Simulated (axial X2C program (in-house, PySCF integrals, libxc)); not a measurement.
**All-electron X2C curves of SrC**

What are the state, bond length, wavenumber and bond energy of SrC, and what does spin–orbit coupling change?

The runs use an in-house X2C program for linear molecules on PySCF integrals; all-electron X2C, Sr dyall-cv3z, C dyall-v3z.

All values are calculated.

**1. Set-up**

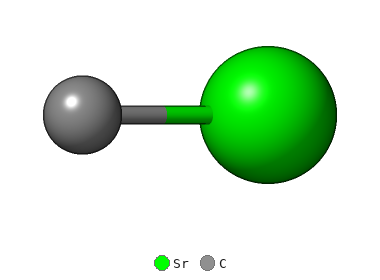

The two atoms at 2.240 Å (strontium green, carbon grey).

Contents of task.json:

```json
{"zs": [38, 6], "q": 0, "bas": ["dyall-cv3z", "dyall-v3z"], "levels": ["PBE0", "HF", "PBE"], "cc": true, "r0": 2.24, "thr": -2.0, "nmax": 90, "npts": 10, "nst": 2, "ntry": 6}
```

Keys: zs atomic numbers; q charge; bas basis sets; levels methods (HF also brings MP2); cc coupled cluster on or off; r0 starting distance in Å; thr threshold in hartree for freezing inner shells (an s shell follows its p shell); nmax most natural virtual spinors; npts points asked for on the curve; nst determinants followed; ntry starts of the search.

Launch:

```
python so2c.py task.json out
```

Spin-free means the one-electron spin-free X2C Hamiltonian; two-component (2c) means X2C with spin–orbit coupling and atomic mean-field two-electron Coulomb and Gaunt terms. Basis: Sr dyall-cv3z contracted to [13s12p8d5f1g], C dyall-v3z contracted to [7s6p2d1f]; Gaussian nuclei, density fitting. Masses: Sr 87.906 u, C 12.000 u.

Notation: σ, π±, δ± give the projection m of an orbital's angular momentum (0, ±1, ±2), α and β its spin, Λ and M_S the sums; ω is the projection of a spinor's total angular momentum and Ω the sum. Logs are in hartree.

The results follow Hamiltonian by Hamiltonian and level by level.

**2. State search with PBE0**

PBE0 moves the distance from 2.240 Å to 2.394 Å and compares determinants there.

Spin-free determinants:

```json
{"ΔE (eV)": "0.00", "state": "M_S = 2, Λ = 0", "open shells": "beyond closed shells: 2 × σα, π+α, π-α"}
{"ΔE (eV)": "0.68", "state": "M_S = 1, Λ = 0", "open shells": "beyond closed shells: π+α, π-α"}
{"ΔE (eV)": "0.76", "state": "M_S = 0, Λ = 0", "open shells": "beyond closed shells: 2 × σβ, π+α, π-α"}
{"ΔE (eV)": "1.41", "state": "M_S = 1, Λ = 1", "open shells": "beyond closed shells: σα, π+α, π+β, π-α"}
{"ΔE (eV)": "1.48", "state": "M_S = 1, Λ = 2", "open shells": "beyond closed shells: 2 × σα, π+α, π+β"}
{"ΔE (eV)": "1.72", "state": "M_S = 2, Λ = 1", "open shells": "beyond closed shells: σα, 2 × π+α, π-α"}
{"ΔE (eV)": "1.88", "state": "M_S = 1, Λ = 1", "open shells": "beyond closed shells: σα, π+α"}
```

Two-component determinants:

```csv
ΔE (eV),state,open shells
0.00,Ω = 2,"excess of +ω over −ω: ω = 1/2, ω = 3/2"
0.68,Ω = 1,"excess of +ω over −ω: ω = -1/2, ω = 3/2"
0.76,Ω = 0,"excess of +ω over −ω: 3 × ω = 1/2, ω = -3/2"
1.48,Ω = 3,"excess of +ω over −ω: 3 × ω = 1/2, ω = 3/2"
1.68,Ω = 0,closed shell
1.70,Ω = 0,closed shell
1.74,Ω = 3,excess of +ω over −ω: 2 × ω = 3/2
```

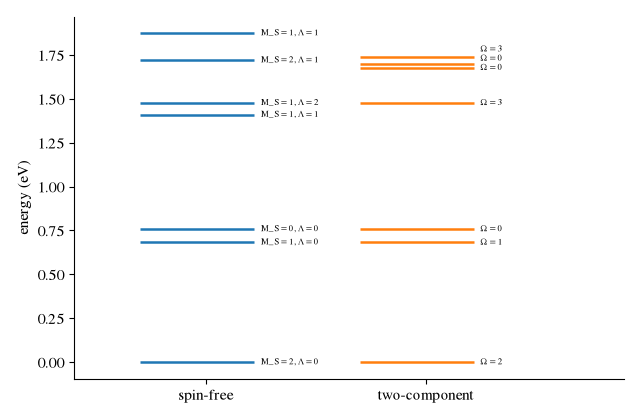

The determinants found, each set from its own lowest.

**3. PBE0, spin-free**

State followed: M_S = 2, Λ = 0 (beyond closed shells: 2 × σα, π+α, π-α). The scan is laid around 2.394 Å, a first estimate of the minimum, and this SCF restarts from the orbitals of the search.

The SCF at the reference distance of 2.394 Å:

```text
spin-free X2C-1e  PBE0
basis functions 175  fitting functions 939  grid points 5083
iter        total energy     max residual
   1      -3216.886276623     1.57e-05
   2      -3216.886276629     7.84e-06
   3      -3216.886276630     3.87e-06
converged
one-electron -4549.76288544  Coulomb 1393.43061442  exact exchange -27.29534498  xc functional -83.65649024  nuclear repulsion 50.39782961
```

Along the bond, energies from the lowest point:

```tsv
R (Å)	E (eV)	μ (D)	HOMO (eV)	LUMO (eV)	iterations
2.083	0.5152	-2.56	-3.72	-1.65	12
2.179	0.2162	-2.90	-3.79	-1.72	11
2.250	0.0855	-3.17	-3.85	-1.78	11
2.322	0.0179	-3.46	-3.91	-1.85	11
2.394	0.0000	-3.75	-3.97	-1.92	3
2.478	0.0276	-4.11	-4.03	-1.99	11
2.562	0.0942	-4.48	-4.10	-2.07	11
2.669	0.2199	-4.98	-4.18	-2.16	11
2.801	0.4120	-5.61	-4.26	-2.28	11
2.993	0.7267	-6.54	-4.35	-2.43	11
```

Dipoles are positive if C is the positive end.

Outer orbitals at the reference distance:

```csv
symmetry,occupied,ε (eV),atomic character
σα,yes,-24.70,"96% Sr p, 2% C p"
π+α,yes,-24.63,100% Sr p
π-α,yes,-24.63,100% Sr p
π+β,yes,-24.41,100% Sr p
π-β,yes,-24.41,100% Sr p
σβ,yes,-24.23,97% Sr p
σα,yes,-15.07,"76% C s, 8% Sr p, 8% Sr d"
σβ,yes,-10.80,"72% C s, 10% Sr d, 8% Sr p"
σα,yes,-6.29,"82% C p, 8% Sr d, 6% Sr s"
π+α,yes,-5.94,"83% C p, 11% Sr d, 3% Sr p"
π-α,yes,-5.94,"83% C p, 11% Sr d, 3% Sr p"
σα,yes,-3.97,"74% Sr s, 14% Sr p, 7% Sr d"
σβ,no,-1.92,"73% Sr s, 13% Sr p, 11% C p"
π-α,no,-1.12,"83% Sr p, 16% Sr d"
π+α,no,-1.12,"83% Sr p, 16% Sr d"
π+β,no,-1.06,"58% C p, 31% Sr d, 10% Sr p"
```

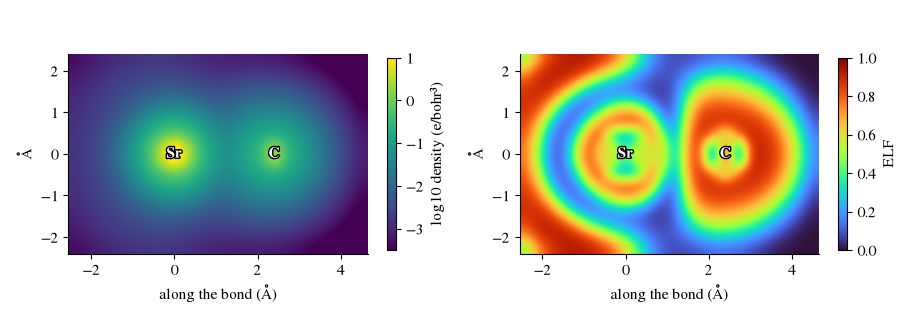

PBE0 fields in a plane through the axis, from a grid of 0.3 Å; Sr lies at z = 0 and C at z = 2.394 Å; the ELF is damped to zero where the density is low.

Re = 2.388 Å, ωe = 444 cm⁻¹, ωexe = 2.18 cm⁻¹, Be = 0.2799 cm⁻¹, De = 2.40 eV, μ = -3.73 D.

**4. HF, spin-free**

The SCF at the reference distance of 2.394 Å:

```text
spin-free X2C-1e  HF
basis functions 175  fitting functions 939  grid points 5083
iter        total energy     max residual
   1      -3215.115821324     2.42e-01
   2      -3215.136336393     4.42e-03
   3      -3215.137313147     1.87e-03
   4      -3215.137599519     1.00e-03
   5      -3215.137743177     6.79e-04
   6      -3215.137831055     3.89e-04
   7      -3215.137846917     1.38e-04
   8      -3215.137847909     5.60e-05
   9      -3215.137848025     1.57e-05
  10      -3215.137848037     7.45e-06
  11      -3215.137848042     3.59e-06
  12      -3215.137848044     1.51e-06
  13      -3215.137848044     3.84e-07
converged
one-electron -4548.89709142  Coulomb 1392.63202850  exact exchange -109.27061474  xc functional 0.00000000  nuclear repulsion 50.39782961
```

Re = 2.466 Å, ωe = 433 cm⁻¹, ωexe = 2.02 cm⁻¹, Be = 0.2626 cm⁻¹, De = 2.04 eV, μ = -3.73 D.

**5. PBE, spin-free**

The SCF at the reference distance of 2.394 Å:

```text
spin-free X2C-1e  PBE
basis functions 175  fitting functions 939  grid points 5083
iter        total energy     max residual
   1      -3216.808696188     8.07e-02
   2      -3216.810968784     7.87e-03
   3      -3216.809504331     1.49e-02
   4      -3216.811586192     9.23e-04
   5      -3216.811595180     2.06e-04
   6      -3216.811595907     3.21e-05
   7      -3216.811595965     1.33e-05
   8      -3216.811595971     8.44e-06
   9      -3216.811595972     1.01e-06
converged
one-electron -4549.80947988  Coulomb 1393.45203495  exact exchange 0.00000000  xc functional -110.85198065  nuclear repulsion 50.39782961
```

Re = 2.391 Å, ωe = 433 cm⁻¹, ωexe = 2.23 cm⁻¹, Be = 0.2793 cm⁻¹, De = 2.46 eV, μ = -3.73 D.

**6. MP2 and beyond, spin-free**

Correlated methods: 14 electrons correlated (frozen shells, counted by type: Sr 3 s, 2 p, 1 d; C 1 s), 234 virtual spinors in MP2, 90 natural virtuals in coupled cluster.

Output of the correlated part at 2.394 Å:

```text
correlated 14  virtual 234  natural virtual 90  E(MP2) -0.309102871  MP2 remainder -0.014017890
iter   CCSD correlation   residual
   1     -0.317460456   9.29e-02
   2     -0.324363364   3.29e-02
   3     -0.325043556   1.32e-02
   4     -0.325139120   6.32e-03
   5     -0.325179822   2.13e-03
   6     -0.325193490   7.25e-04
   7     -0.325196852   2.53e-04
   8     -0.325196035   9.39e-05
   9     -0.325195312   3.56e-05
  10     -0.325195421   1.43e-05
  11     -0.325195454   4.85e-06
  12     -0.325195482   1.70e-06
  13     -0.325195479   6.11e-07
(T) -0.010139436  T1 0.0217  D1 0.0559  max T2 0.045
```

T1 in the output is the amplitude norm over the root of the electron number; divide by √2 for the Lee–Taylor value.

MP2: Re = 2.411 Å, ωe = 441 cm⁻¹, Be = 0.2747 cm⁻¹, De = 2.07 eV.

CCSD: Re = 2.423 Å, ωe = 437 cm⁻¹, ωexe = 2.07 cm⁻¹, Be = 0.2719 cm⁻¹, De = 1.91 eV. T1 at Re = 0.015 (Lee–Taylor, the printed value over √2).

CCSD(T): Re = 2.419 Å, ωe = 437 cm⁻¹, ωexe = 2.07 cm⁻¹, Be = 0.2727 cm⁻¹, De = 1.91 eV. T1 at Re = 0.015 (Lee–Taylor, the printed value over √2).

**7. A higher determinant, spin-free**

State: M_S = 1, Λ = 0 (beyond closed shells: π+α, π-α).

Output at the reference distance:

```text
spin-free X2C-1e  PBE0
basis functions 175  fitting functions 939  grid points 5083
iter        total energy     max residual
   1      -3216.861167000     3.07e-05
   2      -3216.861166796     1.27e-04
   3      -3216.861167068     1.44e-05
   4      -3216.861167090     1.53e-05
   5      -3216.861166997     4.41e-06
   6      -3216.861166993     3.15e-06
   7      -3216.861166994     6.91e-07
converged
one-electron -4550.02371744  Coulomb 1393.66561448  exact exchange -27.26694524  xc functional -83.63394840  nuclear repulsion 50.39782961
```

```tsv
R (Å)	E above the lowest PBE0 point (eV)
2.083	1.189
2.179	0.906
2.250	0.779
2.322	0.709
2.394	0.683
2.478	0.696
2.562	0.742
2.669	0.832
2.801	0.968
```

Re = 2.409 Å, ωe = 400 cm⁻¹, ωexe = 3.17 cm⁻¹, Be = 0.2752 cm⁻¹, μ = -5.40 D. Te = 0.68 eV.

**8. The spin-free curves together**

Energy (eV) of the followed determinant, spin-free, from each level's lowest point:

```tsv
R (Å)	PBE0	HF	MP2	CCSD	CCSD(T)	PBE
2.083	0.515	0.838	0.599	n/a	n/a	0.503
2.179	0.216	0.420	0.267	0.293	0.283	0.212
2.250	0.086	0.216	0.116	0.132	0.127	0.085
2.322	0.018	0.088	0.032	0.039	0.037	0.019
2.394	0.000	0.020	0.000	0.000	0.000	0.000
2.478	0.028	0.000	0.015	0.007	0.009	0.025
2.562	0.094	0.029	0.071	0.057	0.061	0.087
2.669	0.220	0.120	0.188	0.167	0.172	0.205
2.801	0.412	0.283	0.374	n/a	n/a	0.386
2.993	0.727	0.576	0.686	n/a	n/a	0.682
```

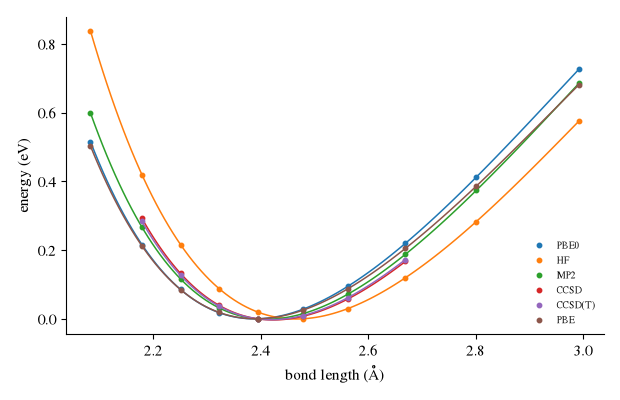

Curves of the followed state, spin-free, each from its own lowest point.

**9. PBE0, 2c**

State followed: Ω = 2 (excess of +ω over −ω: ω = 1/2, ω = 3/2). The scan is laid around 2.394 Å, a first estimate of the minimum, and this SCF restarts from the orbitals of the search.

Output at 2.394 Å:

```text
two-component X2C + atomic mean field  PBE0
basis functions 175  fitting functions 939  grid points 5083
iter        total energy     max residual
   1      -3215.707322273     9.37e-06
   2      -3215.707322276     5.16e-06
   3      -3215.707322277     3.92e-06
converged
one-electron -4546.64027535  Coulomb 1392.76668535  exact exchange -27.28202114  xc functional -83.61650601  nuclear repulsion 50.39782961  atomic mean-field constant -1.33303472
```

Along the bond, energies from the lowest point:

```tsv
R (Å)	E (eV)	μ (D)	HOMO (eV)	LUMO (eV)	iterations
2.083	1.1103	-8.31	-2.92	-1.92	22
2.179	0.2156	-2.90	-3.79	-1.72	11
2.250	0.0852	-3.17	-3.85	-1.79	11
2.322	0.0178	-3.46	-3.91	-1.85	11
2.394	0.0000	-3.75	-3.97	-1.92	3
2.478	0.0277	-4.11	-4.03	-2.00	11
2.562	0.0945	-4.48	-4.10	-2.07	11
2.669	0.2203	-4.98	-4.18	-2.17	11
2.801	0.4125	-5.61	-4.26	-2.28	11
2.993	0.7273	-6.53	-4.35	-2.44	12
```

Dipoles are positive if C is the positive end.

Outer spinors at the reference distance:

```json
{"ω": "-1/2", "occupied": "yes", "ε (eV)": "-25.27", "atomic character": "99% Sr p", "λ mixture": "79% π, 21% σ"}
{"ω": "1/2", "occupied": "yes", "ε (eV)": "-25.26", "atomic character": "98% Sr p", "λ mixture": "54% π, 46% σ"}
{"ω": "3/2", "occupied": "yes", "ε (eV)": "-24.24", "atomic character": "100% Sr p", "λ mixture": "100% π"}
{"ω": "1/2", "occupied": "yes", "ε (eV)": "-24.20", "atomic character": "97% Sr p", "λ mixture": "54% σ, 46% π"}
{"ω": "-3/2", "occupied": "yes", "ε (eV)": "-24.01", "atomic character": "100% Sr p", "λ mixture": "100% π"}
{"ω": "-1/2", "occupied": "yes", "ε (eV)": "-23.95", "atomic character": "97% Sr p", "λ mixture": "79% σ, 21% π"}
{"ω": "1/2", "occupied": "yes", "ε (eV)": "-15.07", "atomic character": "76% C s, 8% Sr p, 8% Sr d", "λ mixture": "100% σ"}
{"ω": "-1/2", "occupied": "yes", "ε (eV)": "-10.80", "atomic character": "72% C s, 10% Sr d, 8% Sr p", "λ mixture": "100% σ"}
{"ω": "1/2", "occupied": "yes", "ε (eV)": "-6.29", "atomic character": "81% C p, 8% Sr d, 6% Sr s", "λ mixture": "100% σ"}
{"ω": "-1/2", "occupied": "yes", "ε (eV)": "-5.94", "atomic character": "83% C p, 11% Sr d, 3% Sr p", "λ mixture": "100% π"}
{"ω": "3/2", "occupied": "yes", "ε (eV)": "-5.93", "atomic character": "83% C p, 11% Sr d, 3% Sr p", "λ mixture": "100% π"}
{"ω": "1/2", "occupied": "yes", "ε (eV)": "-3.97", "atomic character": "74% Sr s, 14% Sr p, 7% Sr d", "λ mixture": "100% σ"}
{"ω": "-1/2", "occupied": "no", "ε (eV)": "-1.92", "atomic character": "73% Sr s, 13% Sr p, 11% C p", "λ mixture": "100% σ"}
{"ω": "-1/2", "occupied": "no", "ε (eV)": "-1.14", "atomic character": "83% Sr p, 17% Sr d", "λ mixture": "100% π"}
{"ω": "3/2", "occupied": "no", "ε (eV)": "-1.10", "atomic character": "83% Sr p, 16% Sr d", "λ mixture": "100% π"}
{"ω": "1/2", "occupied": "no", "ε (eV)": "-1.07", "atomic character": "57% C p, 31% Sr d, 10% Sr p", "λ mixture": "100% π"}
```

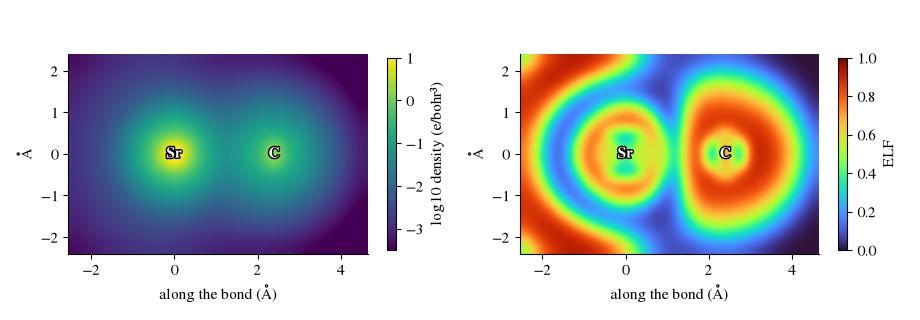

PBE0 fields in a plane through the axis, from a grid of 0.3 Å; Sr lies at z = 0 and C at z = 2.394 Å; the ELF is damped to zero where the density is low.

No constants are quoted: the solution changes its character somewhere along the scan, so the fit is set aside.

**10. HF, 2c**

Output at 2.394 Å:

```text
two-component X2C + atomic mean field  HF
basis functions 175  fitting functions 939  grid points 5083
iter        total energy     max residual
   1      -3213.936879692     2.42e-01
   2      -3213.957400455     4.42e-03
   3      -3213.958380603     1.88e-03
   4      -3213.958668240     1.00e-03
   5      -3213.958812775     6.78e-04
   6      -3213.958900570     3.89e-04
   7      -3213.958916510     1.38e-04
   8      -3213.958917509     5.58e-05
   9      -3213.958917628     1.56e-05
  10      -3213.958917641     7.37e-06
  11      -3213.958917647     3.56e-06
  12      -3213.958917649     2.36e-06
  13      -3213.958917650     1.94e-06
converged
one-electron -4545.77239292  Coulomb 1391.96595958  exact exchange -109.21727919  xc functional 0.00000000  nuclear repulsion 50.39782961  atomic mean-field constant -1.33303472
```

Re = 2.466 Å, ωe = 433 cm⁻¹, ωexe = 2.02 cm⁻¹, Be = 0.2626 cm⁻¹, De = 2.04 eV, μ = -3.73 D.

**11. PBE, 2c**

The SCF at the reference distance of 2.394 Å:

```text
two-component X2C + atomic mean field  PBE
basis functions 175  fitting functions 939  grid points 5083
iter        total energy     max residual
   1      -3215.629753969     8.09e-02
   2      -3215.632023883     7.90e-03
   3      -3215.630543555     1.50e-02
   4      -3215.632645619     9.26e-04
   5      -3215.632654415     2.05e-04
   6      -3215.632655138     3.21e-05
   7      -3215.632655196     1.36e-05
   8      -3215.632655203     8.51e-06
   9      -3215.632655203     1.04e-06
converged
one-electron -4546.68779053  Coulomb 1392.78905536  exact exchange 0.00000000  xc functional -110.79871492  nuclear repulsion 50.39782961  atomic mean-field constant -1.33303472
```

Re = 2.391 Å, ωe = 433 cm⁻¹, ωexe = 2.23 cm⁻¹, Be = 0.2794 cm⁻¹, De = 2.46 eV, μ = -3.73 D.

**12. MP2 and beyond, 2c**

Correlated methods: 14 electrons correlated (frozen shells, counted by type: Sr 3 s, 2 p, 1 d; C 1 s), 234 virtual spinors in MP2, 90 natural virtuals in coupled cluster.

Output of the correlated part at 2.394 Å:

```text
correlated 14  virtual 234  natural virtual 90  E(MP2) -0.309148936  MP2 remainder -0.014025871
iter   CCSD correlation   residual
   1     -0.317486250   9.30e-02
   2     -0.324391254   3.30e-02
   3     -0.325072892   1.32e-02
   4     -0.325168580   6.32e-03
   5     -0.325209362   2.13e-03
   6     -0.325223076   7.27e-04
   7     -0.325226450   2.55e-04
   8     -0.325225628   9.65e-05
   9     -0.325224879   3.87e-05
  10     -0.325224996   1.77e-05
  11     -0.325225034   8.47e-06
  12     -0.325225075   4.90e-06
  13     -0.325225059   2.90e-06
(T) -0.010144772  T1 0.0218  D1 0.0559  max T2 0.046
```

MP2: Re = 2.411 Å, ωe = 441 cm⁻¹, Be = 0.2748 cm⁻¹, De = 2.07 eV.

CCSD: Re = 2.423 Å, ωe = 437 cm⁻¹, ωexe = 2.07 cm⁻¹, Be = 0.2719 cm⁻¹, De = 1.92 eV. T1 at Re = 0.015 (Lee–Taylor, the printed value over √2).

CCSD(T): Re = 2.420 Å, ωe = 438 cm⁻¹, ωexe = 2.13 cm⁻¹, Be = 0.2727 cm⁻¹, De = 1.91 eV. T1 at Re = 0.015 (Lee–Taylor, the printed value over √2).

**13. A higher determinant, 2c**

State: Ω = 1 (excess of +ω over −ω: ω = -1/2, ω = 3/2).

Output at the reference distance:

```text
two-component X2C + atomic mean field  PBE0
basis functions 175  fitting functions 939  grid points 5083
iter        total energy     max residual
   1      -3215.682246624     5.59e-06
   2      -3215.682246624     9.06e-06
converged
one-electron -4546.90130908  Coulomb 1393.00196099  exact exchange -27.25365596  xc functional -83.59403746  nuclear repulsion 50.39782961  atomic mean-field constant -1.33303472
```

```tsv
R (Å)	E above the lowest PBE0 point (eV)
2.083	1.186
2.179	0.904
2.250	0.777
2.322	0.707
2.394	0.682
2.478	0.695
2.562	0.741
2.669	0.832
2.801	0.968
```

Re = 2.408 Å, ωe = 400 cm⁻¹, ωexe = 3.17 cm⁻¹, Be = 0.2753 cm⁻¹, μ = -5.40 D.

**14. The 2c curves together**

Energy (eV) of the followed determinant, 2c, from each level's lowest point:

```tsv
R (Å)	PBE0 (jumps)	HF	MP2	CCSD	CCSD(T)	PBE
2.083	1.110	0.837	0.598	n/a	n/a	0.501
2.179	0.216	0.420	0.267	0.292	0.283	0.212
2.250	0.085	0.216	0.116	0.132	0.127	0.085
2.322	0.018	0.088	0.032	0.039	0.037	0.018
2.394	0.000	0.020	0.000	0.000	0.000	0.000
2.478	0.028	0.000	0.015	0.007	0.009	0.025
2.562	0.094	0.029	0.072	0.058	0.061	0.087
2.669	0.220	0.120	0.188	0.167	0.173	0.205
2.801	0.412	0.283	0.374	n/a	n/a	0.386
2.993	0.727	0.576	0.686	n/a	n/a	0.682
```

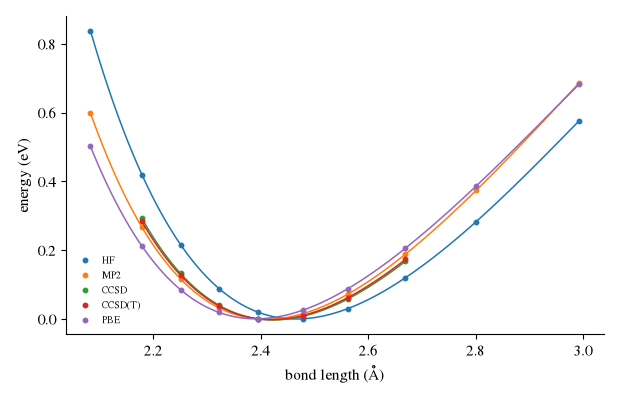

Curves of the followed state, 2c, each from its own lowest point. Left out: PBE0.

Time for the job: 2.7 min (1 thread of Arm Neoverse V1, shared host).

**15. What came out**

Lowest determinant that the search found at its distance, spin-free: M_S = 2, Λ = 0 (beyond closed shells: 2 × σα, π+α, π-α).

Lowest determinant that the search found at its distance, 2c: Ω = 2 (excess of +ω over −ω: ω = 1/2, ω = 3/2).

```
Hamiltonian    level  Re (Å)  ωe (cm⁻¹)  De (eV)  μ (D)
  spin-free     PBE0   2.388        444     2.40  -3.73
  spin-free       HF   2.466        433     2.04  -3.73
  spin-free      MP2   2.411        441     2.07    n/a
  spin-free     CCSD   2.423        437     1.91    n/a
  spin-free  CCSD(T)   2.419        437     1.91    n/a
  spin-free      PBE   2.391        433     2.46  -3.73
         2c       HF   2.466        433     2.04  -3.73
         2c      MP2   2.411        441     2.07    n/a
         2c     CCSD   2.423        437     1.92    n/a
         2c  CCSD(T)   2.420        438     1.91    n/a
         2c      PBE   2.391        433     2.46  -3.73
```

Dipoles are positive if C is the positive end. No constants: 2c PBE0 (the solution changes its character somewhere along the scan, so the fit is set aside).

Time per point (s) on 1 thread of Arm Neoverse V1, shared host (2c runs; CCSD comes with the CCSD(T) run); the times are rough: HF 0.4, MP2 0.66, CCSD(T) 6.4, PBE 0.31.

**Reading.** At CCSD(T), going from spin-free to two-component changes Re by 0 mÅ, ωe by +0.2 %, which is small (part of it comes from the scalar share of the two-electron terms). De moves by 0.00 eV; both De rest on single-determinant atoms, which can miss part of an open shell's spin–orbit lowering.

De refers to Sr + C, each in the lowest determinant found, which need not be this curve's own limit. Each curve is one determinant whose occupation by symmetry is held fixed; it was picked as the lowest of a PBE0 search that is not exhaustive. De is counted from the lowest determinant-based energies of the atoms at the same level, without counterpoise correction. Density functionals use the spin component along the axis (collinear). CCSD and (T) use frozen natural virtuals with an MP2 correction for the truncation. With several unpaired electrons one determinant need not be a pure state.
